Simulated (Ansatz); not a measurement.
**ClH3NOSi (SMILES N[Si](O)Cl) (doublet): density, localisation and related maps**

Input

```
crystal:
  periodic: [false, false, false]
  atoms:
    - {symbol: N, position_ang: [-0.447466, 1.069777, 0.302650]}
    - {symbol: Si, position_ang: [0.431300, -0.174723, -0.456054]}
    - {symbol: O, position_ang: [0.600644, -1.333256, 0.697375]}
    - {symbol: Cl, position_ang: [-0.699560, -0.791500, -2.082633]}
    - {symbol: H, position_ang: [-0.895866, 1.786742, -0.243488]}
    - {symbol: H, position_ang: [-0.176115, 1.392687, 1.217838]}
    - {symbol: H, position_ang: [1.248363, -2.017726, 0.518612]}
basis:
  gaussian: {orbitals: def2-TZVPP}
magnetization: {spin_polarized: true, initial_magnetization: 1}
hamiltonian: {xc: pbe0, dispersion: d4}
output: {orbitals: {seedname: orbitals}}
```

Command:

```sh
ansatz run in.yaml --threads 4 --pin off --events-out ev --progress --plain --max-ram 10444MiB
```

Geometry: PBE0-D4/def2-TZVP.

Method: Ansatz, UKS PBE0-D4/def2-TZVPP.

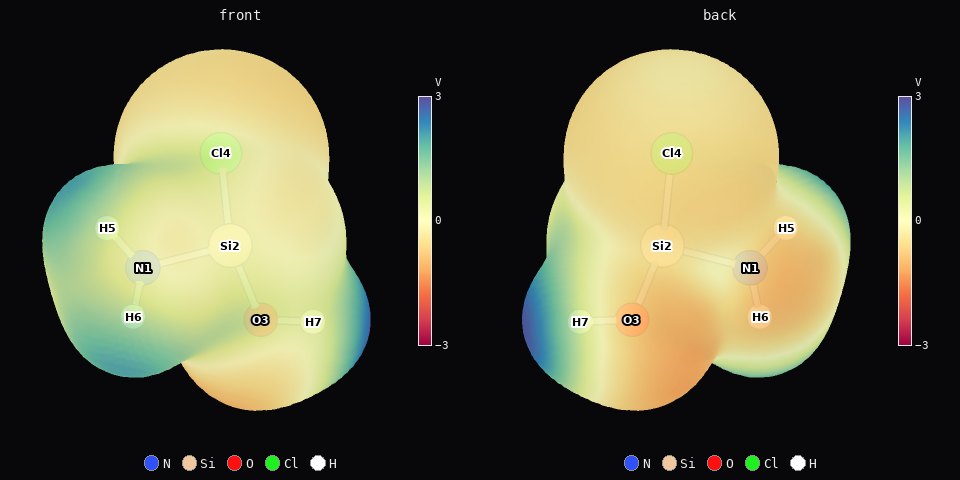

Figure 1. The molecular electrostatic potential painted on the density surface at 0.002 e/bohr³, seen from the front and from behind; the colour scale runs from red (negative) to blue (positive).

Which sites attract a positive test charge, and which a negative one?

Answer. A positive charge is drawn to the negative regions and a negative charge to the positive ones. The most negative region (about −1.2 V) lies over O3, the most positive (about +2.8 V) over H7. O3 is the likeliest acceptor of a hydrogen bond.

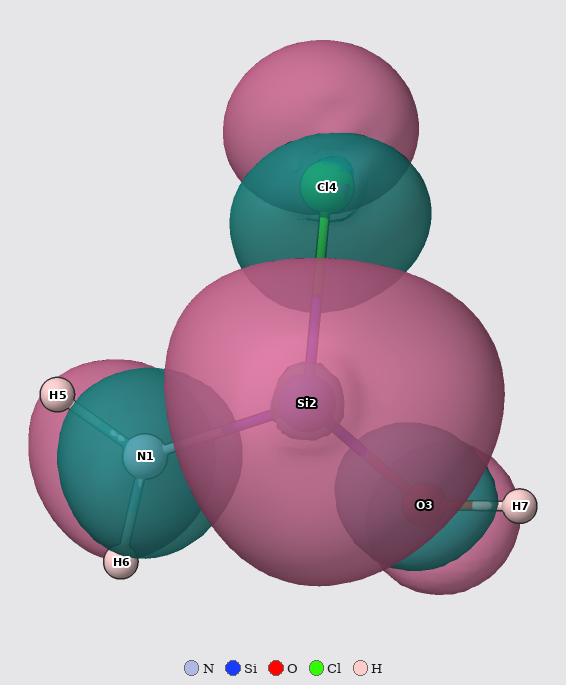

Figure 2. The HOMO (α) at ±0.08 Å⁻³ᐟ² (teal and pink are the two phases), seen across its widest extent.

Describe this orbital and give its energy.

Answer. By Hirshfeld shares it lies mainly on Si2 (about 60 %), N1 (about 15 %), Cl4 (about 15 %) and O3 (about 10 %). Its energy is −5.77 eV.

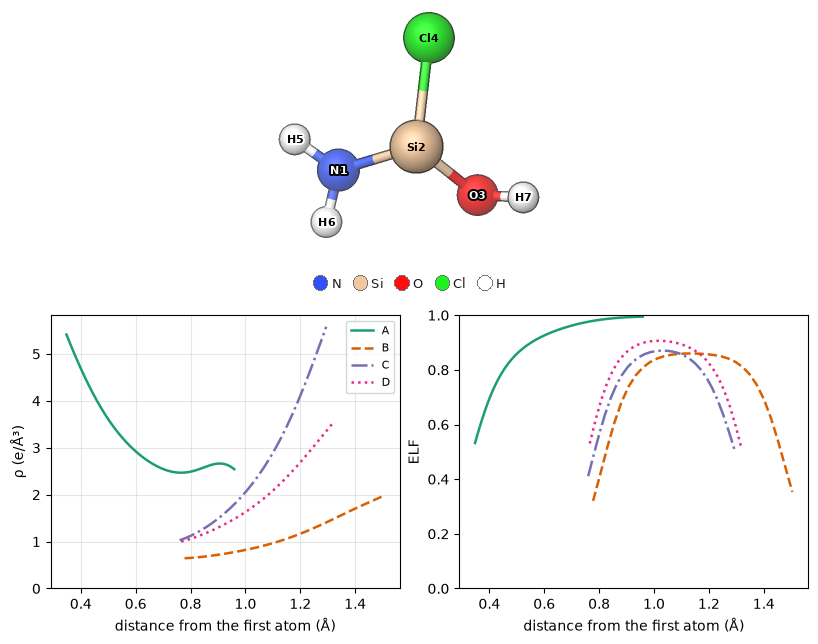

Figure 3. Electron density and ELF along straight lines between neighbouring atoms. The curves leave out the atomic cores. The structure is drawn too.

Which curve belongs to which contact (O–H, Si–Cl, Si–N and Si–O)? The first atom named is at distance zero.

Answer. Curve A: O–H (0.96 Å): ρ is about 3.8 e/Å³ halfway; the ELF climbs to about 1 towards the hydrogen, as it does in any bond to H; an ordinary covalent bond to hydrogen. Curve B: Si–Cl (2.07 Å): ρ at the midpoint is about 0.87 e/Å³; the ELF peaks at about 0.85 between the atoms, as expected for a polar covalent bond. Curve C: Si–O (1.64 Å): ρ at the midpoint is about 1.2 e/Å³; the ELF peaks at about 0.85 between the atoms, as expected for a shared but strongly polarised pair. Curve D: Si–N (1.70 Å): ρ at the midpoint is about 1.2 e/Å³; the ELF peaks at about 0.90 between the atoms; a polar covalent bond.
